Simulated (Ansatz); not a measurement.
# A hypothetical structure for TaBeC

Starting from a made-up structure for TaBeC, the aim is the relaxed cell, its shortest contacts and, where a second run follows, its electronic structure.

Calculated with Ansatz 0.2.0; DFT, PBEsol, plane-wave PAW, files of the set soft_1, scalar-relativistic, no spin, cell and ions relaxed at zero pressure; PAW set soft_1, in the first sound run; inputs show where later runs differ.

## Step 1: Set-up

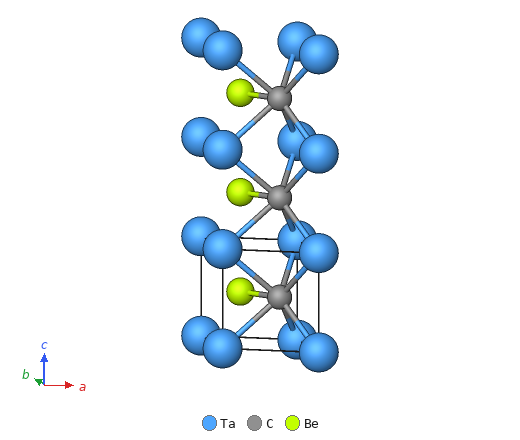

Start, viewed slightly off an axis; tantalum blue, carbon grey, beryllium green. 1×1×3 cells are drawn. Bonds to atoms that aren't drawn are left out. Some periodic images of atoms are drawn too.

## Step 2: Relaxing cell and atoms

The guessed cell has no reason to be at equilibrium. It is relaxed with the atoms, within the space group of the guess.

File input.yaml:

```yaml
crystal:
  lattice:
    - [3.351, 0.0, 0.0]
    - [-1.6755, 2.902051128, 0.0]
    - [0.0, 0.0, 3.324]
  atoms:
    - { symbol: Ta, position: [0.0, 0.0, 0.0] }
    - { symbol: C, position: [0.666666667, 0.333333333, 0.5] }
    - { symbol: Be, position: [0.333333333, 0.666666667, 0.5] }
kpoints:
  mp_grid: { grid: [9, 9, 8] }
scf:
  occupations: { method: fermi_dirac, width: 0.05 }
hamiltonian:
  xc: pbesol
  pseudopotentials: { kind: paw, azcp: { folder: soft_1 }, xc_functional: pbe }
relax:
  f_tol: 0.015
  max_steps: 70
  cell: {}
output:
  forces: true
  stress: true
```

Started as:

```sh
$ ansatz run input.yaml --threads 4 --pin off --max-ram 8192MiB --backend cpu --events-out ev --progress --plain --runs-dir out
```

Numbers of over 12 decimals in the logs are rounded to 6 here.

Log:

```text
Engine: ansatz 0.2.0, aarch64-unknown-linux-gnu
Pseudopotentials: kind: paw
Pseudopotential: Ta, paw, valence charge 13, recommended cutoff 420 eV (normal), soft_1/Ta.paw.azcp
Pseudopotential: C, paw, valence charge 4, recommended cutoff 420 eV (normal), soft_1/C.paw.azcp
Pseudopotential: Be, paw, valence charge 2, recommended cutoff 420 eV (normal), soft_1/Be.paw.azcp
Functional definition: PBEsol
  exchange = pbesol_x
  correlation = pbesol_c
Crystal: 3 atoms, lattice volume = 32.325 Å³
Basis set: ecut = 420 eV, 635 PW (Γ), exchange–correlation on 48×48×48 points (8 copies of the dense FFT grid, shifted against one another)
Bands: 14, of which v1, the nominal top of the filled ones, is band 10 counted from 1 (9 counted from 0)
Symmetry: 12 space group operations
Space group: P-6m2 (ITA 187), of the structure as read, at distance tolerance 3.2e-5 Å
k-points: 60 of 648 (time reversal used)
Non-local potential: Ta, projectors of the file, l = 0: 3, l = 1: 2, l = 2: 2, l = 3: 1
Non-local potential: C, projectors of the file, l = 0: 2, l = 1: 2, l = 2: 1
Non-local potential: Be, projectors of the file, l = 0: 2, l = 1: 2, l = 2: 1
PAW form: soft (Blöchl's): semilocal exchange-correlation on the pseudo side does not see the compensation charge
PAW frozen core: Ta, regenerated for the run's functional, and the local potential with it (the file was generated under x = pbe(κ = 0.804, μ = 0.219515), c = pbe(β = 0.066725))
PAW frozen core: C, regenerated for the run's functional, and the local potential with it (the file was generated under x = pbe(κ = 0.804, μ = 0.219515), c = pbe(β = 0.066725))
PAW frozen core: Be, regenerated for the run's functional, and the local potential with it (the file was generated under x = pbe(κ = 0.804, μ = 0.219515), c = pbe(β = 0.066725))
PAW one-centre angular grid: Ta, 590 points (default); XC on 64 Gauss nodes
PAW one-centre angular grid: C, 110 points (default); XC on 64 Gauss nodes
PAW one-centre angular grid: Be, 110 points (default); XC on 64 Gauss nodes
Initial density: superposition of atomic densities (chi_scale 0.1, normalization cell, long waves kept (reshape's long-wave potential 0.00 eV rms))
Initial wavefunctions: pseudopotential atomic-orbital guess
Functional: x = pbesol(κ = 0.804, μ = 0.123457), c = pbesol(β = 0.046)
SCF iter   1: F=—  HF=-10144.628730 eV  |F-HF|=—  |Δ(HF+E_count)|=         —  Δρ=4.48e-2  dr2=1.12e0  ethr=3.10e-3  ⟨swp⟩=5.5  Hψ=4416  notcnv=0
preconditioner: auto → none  [metal: Δε(μ)=0.038 eV  Ē_g=8.855 eV  σ=0.050 eV  W_gap=0.19  n_scr=8 (ndim 8)  ℏωp=21.7 eV  f_vac=0.000  D(μ)=1.23/eV (n_scr^D=8)  sad-step TF]
SCF iter   2: F=—  HF=-10144.453149 eV  |F-HF|=—  |Δ(HF+E_count)|=   1.76e-1  Δρ=3.04e-2  dr2=5.49e-1  ethr=3.10e-3  ⟨swp⟩=1.6  Hψ=1367  notcnv=0  defer=2
SCF iter   3: F=—  HF=-10144.306137 eV  |F-HF|=—  |Δ(HF+E_count)|=   1.47e-1  Δρ=3.71e-3  dr2=4.72e-3  ethr=2.89e-3  ⟨swp⟩=2.1  Hψ=1331  notcnv=0  defer=2
SCF iter   4: F=—  HF=-10144.304882 eV  |F-HF|=—  |Δ(HF+E_count)|=   1.26e-3  Δρ=8.27e-4  dr2=1.02e-4  ethr=2.49e-5  ⟨swp⟩=2.2  Hψ=1531  notcnv=0  defer=4
SCF iter   5: F=—  HF=-10144.304896 eV  |F-HF|=—  |Δ(HF+E_count)|=   1.43e-5  Δρ=1.31e-4  dr2=7.31e-6  ethr=5.34e-7  ⟨swp⟩=2.8  Hψ=1416  notcnv=0  defer=4
SCF iter   6: F=—  HF=-10144.304904 eV  |F-HF|=—  |Δ(HF+E_count)|=   8.39e-6  Δρ=2.55e-5  dr2=2.30e-7  ethr=3.85e-8  ⟨swp⟩=2.7  Hψ=1296  notcnv=0  defer=3
SCF iter   7: F=-10144.304904 eV  HF=-10144.304904 eV  |F-HF|=7.75e-9  |Δ(HF+E_count)|=   4.27e-8  Δρ=5.08e-6  dr2=1.12e-8  ethr=5.26e-10  ⟨swp⟩=4.0  Hψ=2623  notcnv=0
SCF 1 converged in 7 iterations: F = -10144.304904 eV  dr2 = 1.12e-8
  greatest PAW one-centre occupation: 0.999 electrons in one spin orbital (limit 2), on the Ta atom at site 0 (counted from 0), in its partial waves of l = 0
relax step   1: F+E_penalty+E_count = -10144.30490430 eV  Δ(F+E_penalty+E_count) = +0.000e0 eV  max|allowed force component| = 3.886e-16 eV/Å  Δτ_max = 0.0000 Å  P = -33.697 GPa  Ω = 32.325 Å³  (7 SCF iters, dr2 threshold 1.00e-7 eV, accepted)
Crystal: 3 atoms, lattice volume = 28.343 Å³
Basis set: ecut = 420 eV, 551 PW (Γ), exchange–correlation on 48×48×48 points (8 copies of the dense FFT grid, shifted against one another)
Initial density: handed on by an earlier stage of this run
Initial wavefunctions: those handed on with the density
iter 1 solved again at ethr=4.98e-4 eV; its pass at ethr=3.10e-3 eV (dr2=9.47e-2 eV) is discarded
SCF iter   1: F=—  HF=-10144.943812 eV  |F-HF|=—  |Δ(HF+E_count)|=         —  Δρ=1.46e-2  dr2=9.50e-2  ethr=4.98e-4  ⟨swp⟩=1.0  Hψ=5558  notcnv=0
preconditioner: auto → none  [metal: Δε(μ)=0.145 eV  Ē_g=9.669 eV  σ=0.050 eV  W_gap=0.46  n_scr=8 (ndim 8)  ℏωp=23.1 eV  f_vac=0.000  D(μ)=0.98/eV (n_scr^D=8)]
SCF iter   2: F=—  HF=-10144.920134 eV  |F-HF|=—  |Δ(HF+E_count)|=   2.37e-2  Δρ=4.93e-3  dr2=1.02e-2  ethr=4.98e-4  ⟨swp⟩=2.7  Hψ=1332  notcnv=0
SCF iter   3: F=—  HF=-10144.917583 eV  |F-HF|=—  |Δ(HF+E_count)|=   2.55e-3  Δρ=4.78e-4  dr2=4.39e-5  ethr=5.35e-5  ⟨swp⟩=2.1  Hψ=1274  notcnv=0
SCF iter   4: F=—  HF=-10144.917593 eV  |F-HF|=—  |Δ(HF+E_count)|=   1.04e-5  Δρ=1.45e-4  dr2=2.52e-6  ethr=2.31e-7  ⟨swp⟩=2.0  Hψ=1170  notcnv=0
iter 5 did not close the SCF: its close was put off for the readings that it lacked (scf_convergence_deferred on its scf_iter line)
SCF iter   5: F=-10144.917594 eV  HF=-10144.917594 eV  |F-HF|=5.44e-9  |Δ(HF+E_count)|=   1.12e-6  Δρ=1.01e-5  dr2=1.84e-8  ethr=1.33e-8  ⟨swp⟩=2.4  Hψ=1231  notcnv=0
SCF iter   6: F=-10144.917594 eV  HF=-10144.917594 eV  |F-HF|=1.76e-10  |Δ(HF+E_count)|=  2.64e-10  Δρ=1.91e-6  dr2=5.31e-10  ethr=9.67e-11  ⟨swp⟩=1.6  Hψ=2573  notcnv=0
SCF 2 converged in 6 iterations: F = -10144.917594 eV  dr2 = 5.31e-10
relax step   2: F+E_penalty+E_count = -10144.91759449 eV  Δ(F+E_penalty+E_count) = -6.127e-1 eV  max|allowed force component| = 3.454e-16 eV/Å  Δτ_max = 0.0000 Å  P = -9.483 GPa  Ω = 28.343 Å³  energy of the carried Pulay correction = +2.642e-3 eV  (6 SCF iters, dr2 threshold 3.00e-7 eV, accepted)
Crystal: 3 atoms, lattice volume = 27.007 Å³
iter 1 solved again at ethr=3.93e-4 eV; its pass at ethr=3.10e-3 eV (dr2=7.46e-2 eV) is discarded
SCF iter   1: F=—  HF=-10145.007893 eV  |F-HF|=—  |Δ(HF+E_count)|=         —  Δρ=1.51e-2  dr2=7.46e-2  ethr=3.93e-4  ⟨swp⟩=1.0  Hψ=5817  notcnv=0
preconditioner: auto → none  [metal: Δε(μ)=0.051 eV  Ē_g=10.026 eV  σ=0.050 eV  W_gap=0.25  n_scr=8 (ndim 8)  ℏωp=23.7 eV  f_vac=0.000  D(μ)=0.96/eV (n_scr^D=8)]
SCF iter   2: F=—  HF=-10144.988140 eV  |F-HF|=—  |Δ(HF+E_count)|=   1.98e-2  Δρ=5.13e-3  dr2=8.78e-3  ethr=3.92e-4  ⟨swp⟩=2.5  Hψ=1293  notcnv=0
SCF iter   3: F=—  HF=-10144.985800 eV  |F-HF|=—  |Δ(HF+E_count)|=   2.34e-3  Δρ=5.59e-4  dr2=5.48e-5  ethr=4.62e-5  ⟨swp⟩=2.2  Hψ=1147  notcnv=0
SCF iter   4: F=—  HF=-10144.985800 eV  |F-HF|=—  |Δ(HF+E_count)|=   7.98e-7  Δρ=1.51e-4  dr2=2.54e-6  ethr=2.88e-7  ⟨swp⟩=2.2  Hψ=1140  notcnv=0
iter 5 did not close the SCF: its close was put off for the readings that it lacked (scf_convergence_deferred on its scf_iter line)
SCF iter   5: F=-10144.985801 eV  HF=-10144.985801 eV  |F-HF|=2.74e-8  |Δ(HF+E_count)|=   3.76e-7  Δρ=1.96e-5  dr2=6.60e-8  ethr=1.34e-8  ⟨swp⟩=2.8  Hψ=1242  notcnv=0
SCF iter   6: F=-10144.985801 eV  HF=-10144.985801 eV  |F-HF|=3.82e-10  |Δ(HF+E_count)|=   6.72e-9  Δρ=4.27e-6  dr2=1.25e-9  ethr=3.48e-10  ⟨swp⟩=1.9  Hψ=2801  notcnv=0
SCF 3 converged in 6 iterations: F = -10144.985801 eV  dr2 = 1.25e-9
relax step   3: F+E_penalty+E_count = -10144.98580071 eV  Δ(F+E_penalty+E_count) = -6.821e-2 eV  max|allowed force component| = 3.176e-16 eV/Å  Δτ_max = 0.0000 Å  P = +4.685 GPa  Ω = 27.007 Å³  energy of the carried Pulay correction = +3.562e-3 eV  (6 SCF iters, dr2 threshold 3.00e-7 eV, accepted)
[...]
relax step   4: F+E_penalty+E_count = -10144.99270601 eV  Δ(F+E_penalty+E_count) = -6.905e-3 eV  max|allowed force component| = 7.710e-17 eV/Å  Δτ_max = 0.0000 Å  P = -0.452 GPa  Ω = 27.470 Å³  energy of the carried Pulay correction = +3.227e-3 eV  (6 SCF iters, dr2 threshold 3.00e-7 eV, accepted)
[...]
relax step   5: F+E_penalty+E_count = -10144.99279895 eV  Δ(F+E_penalty+E_count) = -9.294e-5 eV  max|allowed force component| = 2.560e-16 eV/Å  Δτ_max = 0.0000 Å  P = -0.023 GPa  Ω = 27.428 Å³  energy of the carried Pulay correction = +3.258e-3 eV  (6 SCF iters, dr2 threshold 3.00e-7 eV, accepted)
[...]
relax step   6: F+E_penalty+E_count = -10144.99280199 eV  Δ(F+E_penalty+E_count) = -3.039e-6 eV  max|allowed force component| = 3.358e-16 eV/Å  Δτ_max = 0.0000 Å  P = +0.000 GPa  Ω = 27.425 Å³  energy of the carried Pulay correction = +3.260e-3 eV  (7 SCF iters, dr2 threshold 7.03e-9 eV, accepted)
[...]
relax step   7: F+E_penalty+E_count = -10144.99124008 eV  Δ(F+E_penalty+E_count) = +1.562e-3 eV  max|allowed force component| = 3.358e-16 eV/Å  Δτ_max = 0.0000 Å  P = -0.084 GPa  Ω = 27.425 Å³  stress off target by 8.97e-2 GPa  SCF on the basis re-selected at this cell (its energy is not comparable with the rows above)  (6 SCF iters)
[...]
relax step   8: F+E_penalty+E_count = -10144.99124888 eV  Δ(F+E_penalty+E_count) = -8.797e-6 eV  max|allowed force component| = 3.504e-16 eV/Å  Δτ_max = 0.0000 Å  P = -0.000 GPa  Ω = 27.417 Å³  energy of the carried Pulay correction = +6.620e-6 eV  (7 SCF iters, dr2 threshold 2.01e-8 eV, accepted)
iter 1 solved again at ethr=2.16e-8 eV; its pass at ethr=3.10e-3 eV (dr2=4.10e-6 eV) is discarded
SCF iter   1: F=—  HF=-10144.991240 eV  |F-HF|=—  |Δ(HF+E_count)|=         —  Δρ=7.57e-7  dr2=8.67e-11  ethr=2.16e-8  ⟨swp⟩=3.2  Hψ=6828  notcnv=0
eigensolver tolerance schedule: the retry pair's looser diagonalisation over-reported the residual by 47321.87 of it (diagonalisation noise at 0.49 of the residual, at the tolerance the schedule requests for it); recorded, not acted on — ethr = c·dr2/N_el stays at c = 1.0e-1
SCF iter   2: F=—  HF=-10144.991248 eV  |F-HF|=—  |Δ(HF+E_count)|=   7.89e-6  Δρ=4.26e-7  dr2=4.12e-11  ethr=1.00e-12  ⟨swp⟩=3.1  Hψ=1778  notcnv=0
iter 3 did not close the SCF: its close was put off for the readings that it lacked (scf_convergence_deferred on its scf_iter line)
SCF iter   3: F=-10144.991248 eV  HF=-10144.991248 eV  |F-HF|=5.46e-12  |Δ(HF+E_count)|=    0.00e0  Δρ=2.72e-7  dr2=1.23e-11  ethr=1.00e-12  ⟨swp⟩=1.0  Hψ=840  notcnv=0
iter 4 did not close the SCF: its close was put off for the readings that it lacked (scf_convergence_deferred on its scf_iter line)
SCF iter   4: F=-10144.991248 eV  HF=-10144.991248 eV  |F-HF|=1.82e-12  |Δ(HF+E_count)|=  1.82e-12  Δρ=1.18e-7  dr2=2.22e-12  ethr=1.00e-12  ⟨swp⟩=1.0  Hψ=840  notcnv=0
iter 5 did not close the SCF: its close was put off for the readings that it lacked (scf_convergence_deferred on its scf_iter line)
SCF iter   5: F=-10144.991248 eV  HF=-10144.991248 eV  |F-HF|=5.46e-12  |Δ(HF+E_count)|=  3.64e-12  Δρ=3.05e-8  dr2=1.35e-13  ethr=1.00e-12  ⟨swp⟩=1.0  Hψ=840  notcnv=0
iter 6 did not close the SCF: its close was put off for the readings that it lacked (scf_convergence_deferred on its scf_iter line)
SCF iter   6: F=-10144.991248 eV  HF=-10144.991248 eV  |F-HF|=3.64e-12  |Δ(HF+E_count)|=  1.82e-12  Δρ=1.81e-8  dr2=5.75e-14  ethr=1.00e-12  ⟨swp⟩=1.0  Hψ=840  notcnv=0
SCF iter   7: F=-10144.991248 eV  HF=-10144.991248 eV  |F-HF|=7.28e-12  |Δ(HF+E_count)|=  5.46e-12  Δρ=1.14e-8  dr2=2.11e-14  ethr=1.00e-12  ⟨swp⟩=2.3  Hψ=2296  notcnv=0
SCF 9 converged in 7 iterations: F = -10144.991248 eV  dr2 = 2.11e-14
relax step   9: F+E_penalty+E_count = -10144.99124778 eV  Δ(F+E_penalty+E_count) = +1.095e-6 eV  max|allowed force component| = 3.504e-16 eV/Å  Δτ_max = 0.0000 Å  P = -0.000 GPa  Ω = 27.417 Å³  stress off target by 5.70e-4 GPa  SCF on the basis re-selected at this cell (its energy is not comparable with the rows above)  (7 SCF iters)
basis re-selected at this cell: Δ(F+E_penalty+E_count) = +1.095e-6 eV, ΔP = -0.000 GPa vs the last step (what re-selecting the basis moved, of the pressure what is left beyond the Pulay correction that the steps carried, after the strain that the cell walked since its last selection, with what the two solves' SCF thresholds leave and, on support functions, any second-order correction that the steps lacked; it is no m [...]
SCF converged after 7 iterations
Free energy (F): -10144.991248 eV
Harris-Foulkes:  -10144.991248 eV  (|F-HF|=7.28e-12)
Internal energy: -10144.982388 eV  (E = F + TS)
E sigma→0 (E₀):  -10144.986818 eV
Entropy (-TS):   -0.008859 eV (-2.953 meV/atom)
Fermi energy:    19.069176 eV
--- Per-component energies (eV) ---
  E_band       = -64.203559
  E_kinetic    = 507.434340
  E_local      = -598.408757  (includes V_loc(G=0)·N_el)
  E_nonlocal   = 18.208400
  E_hartree    = 219.355723
  E_xc         = -388.666417
  E_vxc        = -315.789485  (∫ρ·V_xc dr)
  E_paw        = -8334.206332  (= ΣΔE_a)
  E_vpaw       = -114.359601  (= ΣTr[D̂ρ^β])
  E_aug_tail   = 0.000097  (compensation charges beyond the density's cutoff)
  E_ewald      = -1568.943786
  E_core_change = 0.244345  (= ΣΔE_core)
  E_smearing   = -0.008859  (= −TS)
  E_closure    = 0.000000  (closes the sum)
  Σ components = -10144.991248   (vs F -10144.991248, Δ=0.00e0)
--- Forces (eV/Å), atoms counted from 1 ---
  atom   1  Ta     0.00000000     0.00000000     0.00000000
  atom   2  C     -0.00000000     0.00000000     0.00000000
  atom   3  Be     0.00000000    -0.00000000    -0.00000000
  max |Σ_I F_I| component: 3.70e-17 eV/Å
--- Stress (GPa, compression-positive) ---
       -0.000570      -0.000000      -0.000000
        0.000000      -0.000570       0.000000
       -0.000000       0.000000       0.000024
  P = ⅓ Tr σ = -0.0004 GPa (-0.004 kbar)
--- Relaxed structure (7 steps of the walk, 7 accepted, 2 SCFs on fresh bases) ---
  F+E_penalty+E_count = -10144.99124778 eV   max|allowed force component| = 3.504e-16 eV/Å   (the final SCF, on the basis selected at the relaxed cell)
  cell:  # Å, volume = 27.4169 Å³
    - [3.088241, -2.917212921841034e-17, 0]
    - [-1.544120, 2.674495, 0]
    - [0, 0, 3.319449]
  atoms:
    - { symbol: Ta, position: [0, 0, 0] }
    - { symbol: C, position: [0.666667, 0.333333, 0.5] }
    - { symbol: Be, position: [0.333333, 0.666667, 0.5] }
```

Run time: 5.2 s. Hardware: 4 threads of Arm Neoverse V2, shared host; peak memory 0.35 GiB; 18 s of CPU time.

Relaxation path:

```csv
step,energy less that of the first step (eV),largest force component (eV/Å),pressure (GPa),volume (Å³)
1,0.0000,0.0000,-33.70,32.33
2,-0.6127,0.0000,-9.48,28.34
3,-0.6809,0.0000,4.69,27.01
4,-0.6878,0.0000,-0.45,27.47
5,-0.6879,0.0000,-0.02,27.43
6,-0.6879,0.0000,0.00,27.43
7*,-0.6863,0.0000,-0.08,27.43
8,-0.6863,0.0000,0.00,27.42
9*,-0.6863,0.0000,0.00,27.42
```

Relaxation steps marked * repeat the geometry before them on a plane-wave basis chosen anew for their cell, so energy and pressure can jump there.

The run keeps the 12 symmetry operations that it works with, so distortions that break them were not tested.

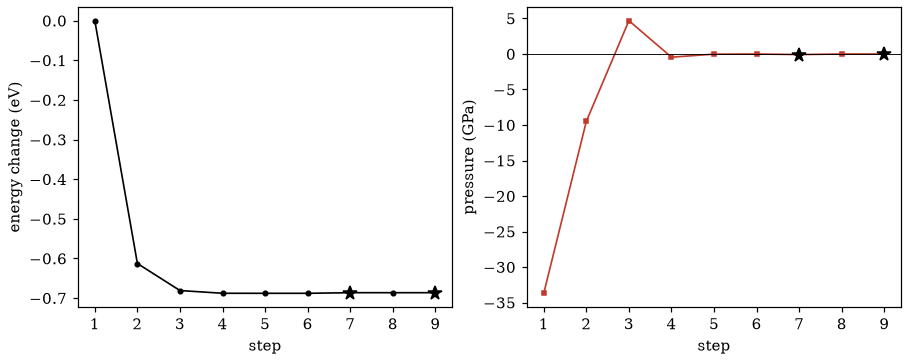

Energy and pressure along the relaxation. Stars mark steps on a basis chosen anew.

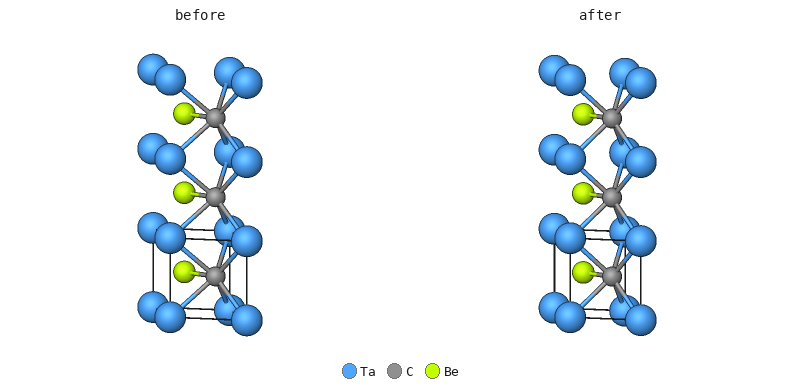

The structure before and after the relaxation, drawn at the same scale. Bonds to atoms that aren't drawn are left out.

```csv
"conventional cell, symmetrised",before,after,change
a (Å),3.351,3.088,-7.8 %
b (Å),3.351,3.088,-7.8 %
c (Å),3.324,3.319,-0.1 %
volume (Å³/atom),10.78,9.14,-15.2 %
```

Final coordinates:

```cif
data_structure
_symmetry_space_group_name_H-M 'P 1'
_symmetry_Int_Tables_number 1
_cell_length_a 3.0882
_cell_length_b 3.0882
_cell_length_c 3.3194
_cell_angle_alpha 90.000
_cell_angle_beta 90.000
_cell_angle_gamma 120.000
_cell_volume 27.42
loop_
_atom_site_label
_atom_site_type_symbol
_atom_site_fract_x
_atom_site_fract_y
_atom_site_fract_z
_atom_site_occupancy
Ta1 Ta 0.00000 0.00000 0.00000 1
C2 C 0.66667 0.33333 0.50000 1
Be3 Be 0.33333 0.66667 0.50000 1
```

This step gave:

| Quantity | Value |
| --- | --- |
| free energy | -10144.9912 eV |
| energy at zero smearing | -10144.9868 eV |
| smearing term TS | 0.008859 eV |
| Fermi energy | 19.07 eV |
| electrons | 19 |
| symmetry operations | 12 |
| pressure | -3.72e-4 GPa |

The shortest distance of each pair, which need not be the same contact before and after:

```csv
pair,guess (Å),relaxed (Å)
Be–C,1.935,1.783
C–Ta,2.551,2.436
Be–Ta,2.551,2.436
Ta–Ta,3.324,3.088
C–C,3.324,3.088
```

The relaxation ends with a pressure of 0.00 GPa.

(Continued in part 2 of 2.)

[Logs are printed without paths, hosts, clocks, repeated set-up lines and the standing remarks that a program may print on its own settings, such as how far it seeks lower states.]

[Hosts, paths, dates, database ids (printed as entryN), source tags and the programs' standing remarks are cut or masked in the printed files.]
